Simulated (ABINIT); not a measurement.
**Beyond one shot: AlGaN2 (P-4m2)**

Aim: iterate the self-energy on AlGaN2 (P-4m2) and follow the gap from cycle to cycle.

Method: LDA and many-body steps on it, plane waves, in ABINIT 10.8.3.

## (1) The structure

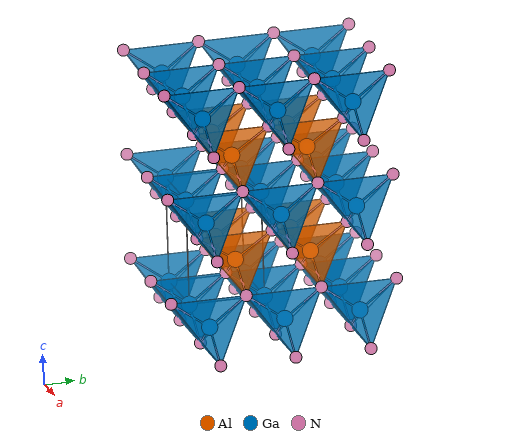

The cell as given, slightly off an axis (aluminium orange, gallium blue, nitrogen pink). 2×2×2 cells are drawn. Some periodic images of atoms are drawn too.

The cell and positions are those that the Materials Project relaxed with its own functionals (PBE, PBE+U or r2SCAN), kept fixed.

## (2) Empty states on the mesh, 4×4×2 mesh, 49 bands

This step: ABINIT 10.8.3; DFT, LDA, plane waves, norm-conserving pseudopotentials.

The sums over transitions need many empty states on a uniform mesh; this step solves for them.

Input file run.abi:

```
acell 3*1.0 Angstrom
rprim 
  3.140877048700 0.000000000000 0.000000000000
  0.000000000000 3.140877048700 0.000000000000
  0.000000000000 0.000000000000 4.423837940000
ntypat 3
znucl 13 31 7
natom 4
typat 1 2 3 3
xred 
  0.500000000000 0.500000000000 0.500000000000
  0.000000000000 0.000000000000 0.000000000000
  0.500000000000 0.000000000000 0.738264810000
  0.000000000000 0.500000000000 0.261735190000
pp_dirpath "pseudos"
pseudos "Al.upf, Ga.upf, N.upf"
ecut 45
ngkpt 4 4 2
nshiftk 1
shiftk 0 0 0
kptopt 1
chksymbreak 0
iscf -2
irdden 1
istwfk *1
nband 49
nbdbuf 4
tolwfr 1e-09
nstep 60
prtvol 0
indata_prefix "in"
outdata_prefix "out"
tmpdata_prefix "tmp"
```

The run is started by

```bash
$ OMP_NUM_THREADS=1 mpirun -n 4 abinit run.abi > log
```

Numbers of over 12 decimals in the logs are rounded to 6 here.

What it wrote:

```text
.Version 10.8.3 of ABINIT. v10.8.2 released Aug 2026.

 Symmetries : space group P-4 m 2 (#115); Bravais tP (primitive tetrag.)
[... echo of the input left out ...]
== DATASET  1 ==================================================================
-   mpi_nproc: 4, omp_nthreads: 1 (-1 if OMP is not activated)

--- !DatasetInfo
iteration_state: {dtset: 1, }
dimensions: {natom: 4, nkpt: 12, mband: 49, nsppol: 1, nspinor: 1, nspden: 1, mpw: 4296, }
cutoff_energies: {ecut:  45.0, pawecutdg:  -1.0, }
[...]
1.05000    1.10656    1.17649    1.18649    1.18649    1.19001    1.35167    1.35167
   1.42031    1.43901    1.46385    1.47196    1.47196    1.51239    1.51239    1.57807
   1.68931
 prteigrs : prtvol=0 or 1, do not print more k-points.

== END DATASET(S) ==============================================================
================================================================================

 -outvars: echo values of variables after computation  --------
            nband          49
             nkpt          12
          spgroup         115
 [... the other variables as echoed above ...]

 Calculation completed.
```

The job ended after 16 s (4 MPI ranks of Arm Neoverse V1, shared host; peak memory 0.29 GiB; 62 s of CPU time).

This step gave:

```yaml
gap: 2.872 eV
k_of_the_valence_top: 0, 0, 0
k_of_the_conduction_bottom: 0, 0, 0
least_direct_gap: 2.872 eV
k_points_computed: 12
lowest_point_of_the_top_converged_band_above_the_valence_top: 34.00 eV
```

On this mesh the gap is 2.872 eV.

The density comes from a self-consistent run that is not shown.

## (3) Screening, 4×4×2 mesh, 45 bands, screening to 106.1 eV

The RPA dielectric matrix is built and inverted for each q.

This step: RPA screening on LDA, plane waves, norm-conserving pseudopotentials.

Changes to run.abi since step 2:

```diff
@@ -22,10 +22,11 @@
 chksymbreak 0
-iscf -2
-irdden 1
 istwfk *1
-nband 49
-nbdbuf 4
-tolwfr 1e-09
-nstep 60
-prtvol 0
+occopt 1
+irdwfk 1
+optdriver 3
+nband 45
+ecuteps 3.9
+inclvkb 2
+awtr 1
+symchi 1
 indata_prefix "in"
```

What it wrote:

```text
.Version 10.8.3 of ABINIT. v10.8.2 released Aug 2026.

 Symmetries : space group P-4 m 2 (#115); Bravais tP (primitive tetrag.)
[... echo of the input left out ...]
== DATASET  1 ==================================================================
-   mpi_nproc: 4, omp_nthreads: 1 (-1 if OMP is not activated)

--- !DatasetInfo
iteration_state: {dtset: 1, }
dimensions: {natom: 4, nkpt: 12, mband: 45, nsppol: 1, nspinor: 1, nspden: 1, mpw: 4296, }
cutoff_energies: {ecut:  45.0, pawecutdg:  -1.0, }
electrons: {nelect:   3.40000000E+01, charge:   0.00000000E+00, occopt:   1.00000000E+00, tsmear:   1.00000000E-02, }

 SCREENING: Calculation of the susceptibility and dielectric matrices

 Based on a program developped by R.W. Godby, V. Olevano, G. Onida, and L. Reining.
 Incorporated in ABINIT by V. Olevano, G.-M. Rignanese, and M. Torrent.
.Using double precision arithmetic ; gwpc =  8

[... cell and pseudopotentials left out ...]
--------------------------------------------------------------------------------

 ==== K-mesh for the wavefunctions ====
 Number of points in the irreducible wedge :    12
[... list of points left out ...]
 Together with  8 symmetry operations and time-reversal symmetry
 yields    32 points in the full Brillouin Zone.

 ==== Q-mesh for the screening function ====
 Number of points in the irreducible wedge :    12
[... list of points left out ...]
 Together with  8 symmetry operations and time-reversal symmetry
 yields    32 points in the full Brillouin Zone.

 setmesh: FFT mesh size selected  =    24x   24x   36
          total number of points  =        20736

 vcoul_init : cutoff-mode = AUXILIARY_FUNCTION
 q-points for optical limit:   1
     1)      0.000010    0.000020    0.000030

- screening: taking advantage of time-reversal symmetry
- Maximum band index for partially occupied states nbvw = 17
- Remaining bands to be divided among processors   nbcw = 28
- Number of bands treated by each node ~7

 Number of electrons calculated from density =   34.0000; Expected =   34.0000
 average of density, n =  0.115447
 r_s =    1.2740
 omega_plasma =   32.7753 [eV]

 calculating chi0 at frequencies [eV] :
  1    0.000000E+00    0.000000E+00
  2    0.000000E+00    3.277527E+01

--------------------------------------------------------------------------------
  q-point number  1        q = ( 0.000000, 0.000000, 0.000000) [r.l.u.]
--------------------------------------------------------------------------------
[... chi0 elements left out ...]
 For q-point:  0.000010 0.000020 0.000030
  dielectric constant =   5.4366
  dielectric constant without local fields =   5.8815

  Average fulfillment of the sum rule on Im[epsilon] for q-point    1 :     26.37  [%]
[... wings left out ...]
  q-point number  2        q = ( 0.250000, 0.000000, 0.000000) [r.l.u.]
--------------------------------------------------------------------------------
[... chi0 elements left out ...]
  Average fulfillment of the sum rule on Im[epsilon] for q-point    2 :     36.96  [%]

 [... 10 further q-points ...]
```

It took 16 s on 4 MPI ranks; peak memory 0.73 GiB; 65 s of CPU time.

This step gave:

| Quantity | Value |
| --- | --- |
| ε∞ with local fields, on this mesh, along the program's q direction | 5.437 |
| the same without local fields | 5.881 |
| plasma frequency | 32.78 eV |
| plane waves in the screening matrix | 107 |

Local fields lower ε∞ by 8 %. On a Γ-centred mesh this coarse the value itself is usually too large, while a short band sum pulls it down.

## (4) G0W0

The self-energy is evaluated for the states that the input lists, and the levels follow from it, in one-shot runs by the linearised quasiparticle equation.

This step: G0W0 on LDA, plane waves, norm-conserving pseudopotentials.

Changes to run.abi since step 3:

```diff
@@ -25,8 +25,15 @@
 irdwfk 1
-optdriver 3
+optdriver 4
 nband 45
+gwcalctyp 0
+ecutsigx 45
+symsigma 1
+nkptgw 1
+kptgw 
+  0.0000000000 0.0000000000 0.0000000000
+bdgw 
+  16 19
 ecuteps 3.9
-inclvkb 2
-awtr 1
-symchi 1
+irdscr 1
+ppmodel 1
 indata_prefix "in"
```

What it wrote:

```text
.Version 10.8.3 of ABINIT. v10.8.2 released Aug 2026.

 Symmetries : space group P-4 m 2 (#115); Bravais tP (primitive tetrag.)
[... echo of the input left out ...]
== DATASET  1 ==================================================================
-   mpi_nproc: 4, omp_nthreads: 1 (-1 if OMP is not activated)

--- !DatasetInfo
iteration_state: {dtset: 1, }
dimensions: {natom: 4, nkpt: 12, mband: 45, nsppol: 1, nspinor: 1, nspden: 1, mpw: 4296, }
cutoff_energies: {ecut:  45.0, pawecutdg:  -1.0, }
electrons: {nelect:   3.40000000E+01, charge:   0.00000000E+00, occopt:   1.00000000E+00, tsmear:   1.00000000E-02, }

 SIGMA: Calculation of the GW corrections

 Based on a program developped by R.W. Godby, V. Olevano, G. Onida, and L. Reining.
 Incorporated in ABINIT by V. Olevano, G.-M. Rignanese, and M. Torrent.
.Using double precision arithmetic ; gwpc =  8

[... cell and pseudopotentials left out ...]
--------------------------------------------------------------------------------

 ==== K-mesh for the wavefunctions ====
 Number of points in the irreducible wedge :    12
[... list of points left out ...]
 Together with  8 symmetry operations and time-reversal symmetry
 yields    32 points in the full Brillouin Zone.

 ==== Q-mesh for screening function ====
 Number of points in the irreducible wedge :    12
[... list of points left out ...]
 Together with  8 symmetry operations and time-reversal symmetry
 yields    32 points in the full Brillouin Zone.

 vcoul_init : cutoff-mode = AUXILIARY_FUNCTION
 q-points for optical limit:   1
     1)      0.000010    0.000020    0.000030
 setmesh: FFT mesh size selected  =    36x   36x   54
          total number of points  =        69984

 Number of electrons calculated from density =   34.0000; Expected =   34.0000
 average of density, n =  0.115447
 r_s =    1.2740
 omega_plasma =   32.7753 [eV]

 === KS Band Gaps ===
  >>>> For spin  1
   Minimum direct gap =   2.8720 [eV], located at k-point      :   0.0000  0.0000  0.0000
   Fundamental gap    =   2.8720 [eV], Top of valence bands at :   0.0000  0.0000  0.0000
                                       Bottom of conduction at :   0.0000  0.0000  0.0000
 SIGMA fundamental parameters:
 PLASMON POLE MODEL  1
 number of plane-waves for SigmaX                 4201
 number of plane-waves for SigmaC and W            107
 number of plane-waves for wavefunctions          4201
 number of bands                                    45
 number of independent spin polarizations            1
 number of spinorial components                      1
 number of k-points in IBZ                          12
 number of q-points in IBZ                          12
 number of symmetry operations                       8
 number of k-points in BZ                           32
 number of q-points in BZ                           32
 number of frequencies for dSigma/dE                 9
 frequency step for dSigma/dE [eV]                0.25
 number of omega for Sigma on real axis              0
 max omega for Sigma on real axis  [eV]           0.00
 zcut for avoiding poles [eV]                     0.10

 EPSILON^-1 parameters (SCR file):
 dimension of the eps^-1 matrix on file            107
 dimension of the eps^-1 matrix used               107
 number of plane-waves for wavefunctions          4201
 number of bands                                    45
 number of q-points in IBZ                          12
 number of frequencies                               2
 number of real frequencies                          1
 number of imag frequencies                          1

 matrix elements of self-energy operator (all in [eV])

 Perturbative Calculation

--- !SelfEnergy_ee
iteration_state: {dtset: 1, }
kpoint     : [   0.000,    0.000,    0.000, ]
spin       : 1
KS_gap     :    2.872
QP_gap     :    4.172
Delta_QP_KS:    1.300
data: !SigmaeeData |
     Band     E0 <VxcDFT>   SigX SigC(E0)      Z dSigC/dE  Sig(E)    E-E0       E
       16   6.057 -17.927 -21.690   3.723   0.795  -0.258 -17.959  -0.032   6.025
       17   6.057 -17.927 -21.690   3.723   0.795  -0.258 -17.959  -0.032   6.025
       18   8.929 -13.963  -9.273  -3.144   0.820  -0.220 -12.695   1.267  10.196
       19   9.588 -11.842  -7.310  -3.283   0.835  -0.197 -10.799   1.043  10.631

== END DATASET(S) ==============================================================
================================================================================

 -outvars: echo values of variables after computation  --------
           etotal      0.0000000000E+00
            nband          45
             nkpt          12
          spgroup         115
 [... the other variables as echoed above ...]

 Calculation completed.
```

The job ended after 4 s (4 MPI ranks; peak memory 0.34 GiB).

This step gave:

* G0W0 gap on the points computed: 4.171 eV
* starting gap on the mesh: 2.872 eV
* k of the valence top: 0, 0, 0
* k of the conduction bottom: 0, 0, 0
* Z at the valence top: 0.795
* Z at the conduction bottom: 0.82
* least direct G0W0 gap on the computed points: 4.171 eV

The gap on the mesh goes from 2.87 eV to 4.17 eV, a correction of +1.30 eV.

## (5) evGW0, cycle 1

This step: evGW0 on LDA, plane waves, norm-conserving pseudopotentials.

Changes to run.abi since step 4:

```diff
@@ -27,10 +27,32 @@
 nband 45
-gwcalctyp 0
+gwcalctyp 10
 ecutsigx 45
 symsigma 1
-nkptgw 1
+nkptgw 12
 kptgw 
   0.0000000000 0.0000000000 0.0000000000
+  0.2500000000 0.0000000000 0.0000000000
+  0.5000000000 0.0000000000 0.0000000000
+  0.2500000000 0.2500000000 0.0000000000
+  0.5000000000 0.2500000000 0.0000000000
+  0.5000000000 0.5000000000 0.0000000000
+  0.0000000000 0.0000000000 0.5000000000
+  0.2500000000 0.0000000000 0.5000000000
+  0.5000000000 0.0000000000 0.5000000000
+  0.2500000000 0.2500000000 0.5000000000
+  0.5000000000 0.2500000000 0.5000000000
+  0.5000000000 0.5000000000 0.5000000000
 bdgw 
-  16 19
+  12 23
+  12 23
+  12 23
+  12 23
+  12 23
+  12 23
+  12 23
+  12 23
+  12 23
+  12 23
+  12 23
+  12 23
 ecuteps 3.9
```

What it wrote:

```text
.Version 10.8.3 of ABINIT. v10.8.2 released Aug 2026.

 Symmetries : space group P-4 m 2 (#115); Bravais tP (primitive tetrag.)
[... echo of the input left out ...]
== DATASET  1 ==================================================================
-   mpi_nproc: 4, omp_nthreads: 1 (-1 if OMP is not activated)

--- !DatasetInfo
iteration_state: {dtset: 1, }
dimensions: {natom: 4, nkpt: 12, mband: 45, nsppol: 1, nspinor: 1, nspden: 1, mpw: 4296, }
cutoff_energies: {ecut:  45.0, pawecutdg:  -1.0, }
electrons: {nelect:   3.40000000E+01, charge:   0.00000000E+00, occopt:   1.00000000E+00, tsmear:   1.00000000E-02, }

 SIGMA: Calculation of the GW corrections

 Based on a program developped by R.W. Godby, V. Olevano, G. Onida, and L. Reining.
 Incorporated in ABINIT by V. Olevano, G.-M. Rignanese, and M. Torrent.
.Using double precision arithmetic ; gwpc =  8

[... cell and pseudopotentials left out ...]
--------------------------------------------------------------------------------

 ==== K-mesh for the wavefunctions ====
 Number of points in the irreducible wedge :    12
[... list of points left out ...]
 Together with  8 symmetry operations and time-reversal symmetry
 yields    32 points in the full Brillouin Zone.

 ==== Q-mesh for screening function ====
 Number of points in the irreducible wedge :    12
[... list of points left out ...]
 Together with  8 symmetry operations and time-reversal symmetry
 yields    32 points in the full Brillouin Zone.

 vcoul_init : cutoff-mode = AUXILIARY_FUNCTION
 q-points for optical limit:   1
     1)      0.000010    0.000020    0.000030
 setmesh: FFT mesh size selected  =    36x   36x   54
          total number of points  =        69984

 Number of electrons calculated from density =   34.0000; Expected =   34.0000
[...]
spin       : 1
KS_gap     :    8.237
QP_gap     :    9.877
Delta_QP_KS:    1.640
data: !SigmaeeData |
     Band     E_DFT   <VxcDFT>   E(N-1)  <Hhartree>   SigX  SigC[E(N-1)]    Z     dSigC/dE  Sig[E(N)]  DeltaE  E(N)_pert E(N)_diago
[...]
--- !SelfEnergy_ee
iteration_state: {dtset: 1, }
kpoint     : [   0.500,    0.500,    0.500, ]
spin       : 1
KS_gap     :    9.372
QP_gap     :   11.183
Delta_QP_KS:    1.810
data: !SigmaeeData |
     Band     E_DFT   <VxcDFT>   E(N-1)  <Hhartree>   SigX  SigC[E(N-1)]    Z     dSigC/dE  Sig[E(N)]  DeltaE  E(N)_pert E(N)_diago
[...]
22    17.029   -12.108    17.029    29.137    -5.499    -4.626     0.815    -0.227   -10.491     1.617    18.646    19.013
       23    17.029   -12.108    17.029    29.137    -5.499    -4.626     0.815    -0.227   -10.491     1.617    18.646    19.013

 New Fermi energy :        3.030232E-01 Ha ,    8.245682E+00 eV

 === QP Band Gaps ===
  >>>> For spin  1
   Minimum direct gap =   4.4587 [eV], located at k-point      :   0.0000  0.0000  0.0000
   Fundamental gap    =   4.4587 [eV], Top of valence bands at :   0.0000  0.0000  0.0000
                                       Bottom of conduction at :   0.0000  0.0000  0.0000

 writing QP data on file : out_QPS

 Convergence of QP corrections
 >>>>> For spin  1 <<<<<
.  kptgw no:  1; Maximum DeltaE = (   0.000   0.000) for band index: 11
.  kptgw no:  2; Maximum DeltaE = (  -0.483   0.001) for band index: 12
.  kptgw no:  3; Maximum DeltaE = (   1.260  -0.000) for band index:  7
[...]
.  kptgw no: 11; Maximum DeltaE = (   1.596   0.000) for band index:  9
.  kptgw no: 12; Maximum DeltaE = (   1.422   0.000) for band index:  9

== END DATASET(S) ==============================================================
================================================================================

 -outvars: echo values of variables after computation  --------
           etotal      0.0000000000E+00
            nband          45
             nkpt          12
          spgroup         115
 [... the other variables as echoed above ...]

 Calculation completed.
```

Run time: 41 s. Hardware: 4 MPI ranks; peak memory 1.2 GiB; 2.7 min of CPU time.

This step gave:

```
quasiparticle gap on the mesh                         : 4.459 eV
gap of the density functional on the mesh             : 2.872 eV
k of the valence top                                  : 0, 0, 0
k of the conduction bottom                            : 0, 0, 0
Z at the valence top                                  : 0.795
Z at the conduction bottom                            : 0.82
least direct quasiparticle gap on the computed points : 4.459 eV
```

Against G0W0 in ABINIT (4×4×2 mesh, 45 bands, screening to 106.1 eV, Godby-Needs plasmon pole), the gap moves by +0.288 eV. This first cycle still uses the starting levels; it takes the full correction, at all points of the mesh, and its linearised value is 4.171 eV.

## (6) evGW0, cycle 2

The corrected levels of the last cycle go back in.

Changes to run.abi since step 5:

```diff
@@ -60,2 +60,3 @@
 ppmodel 1
+irdqps 1
 indata_prefix "in"
```

What it wrote:

```text
.Version 10.8.3 of ABINIT. v10.8.2 released Aug 2026.

 Symmetries : space group P-4 m 2 (#115); Bravais tP (primitive tetrag.)
[... echo of the input left out ...]
== DATASET  1 ==================================================================
-   mpi_nproc: 4, omp_nthreads: 1 (-1 if OMP is not activated)

--- !DatasetInfo
iteration_state: {dtset: 1, }
dimensions: {natom: 4, nkpt: 12, mband: 45, nsppol: 1, nspinor: 1, nspden: 1, mpw: 4296, }
cutoff_energies: {ecut:  45.0, pawecutdg:  -1.0, }
[...]
.  kptgw no:  3; Maximum DeltaE = (  -0.164   0.000) for band index:  8
[...]
.  kptgw no: 11; Maximum DeltaE = (  -0.181   0.002) for band index: 11
.  kptgw no: 12; Maximum DeltaE = (  -0.088  -0.000) for band index:  9

== END DATASET(S) ==============================================================
================================================================================

 -outvars: echo values of variables after computation  --------
           etotal      0.0000000000E+00
            nband          45
             nkpt          12
          spgroup         115
 [... the other variables as echoed above ...]

 Calculation completed.
```

Wall time 41 s (4 MPI ranks); peak memory 1.2 GiB; 2.7 min of CPU time.

Numbers from this step:

```yaml
quasiparticle_gap_on_the_mesh: 4.366 eV
gap_of_the_density_functional_on_the_mesh: 2.872 eV
k_of_the_valence_top: 0, 0, 0
k_of_the_conduction_bottom: 0, 0, 0
least_direct_quasiparticle_gap_on_the_computed_points: 4.366 eV
```

Against the cycle before, the gap moves by −0.093 eV.

(Part 1 of 3 ends here.)

[Paths, hosts, dates, memory and timing lines, banners, echoed tables and standing remarks are left out of the program output.]

[Logs are printed without paths, hosts, clocks, repeated set-up lines and the standing remarks that a program may print on its own settings, such as how far it seeks lower states.]

[Runs of the session that timed out or met a known fault of the program may be left out.]

[Hosts, paths, dates, database ids (printed as entryN), source tags and the programs' standing remarks are cut or masked in the printed files.]

[G0W0 gaps are taken among the corrected bands and points alone; a level outside them can change the order at an edge.]

[Where Ansatz stands beside ABINIT at settings called matched, ABINIT's density can come from a denser mesh and the files from another edition; pairs whose starting gaps differed by over 0.03 eV were left out, so agreement reads better than it is.]
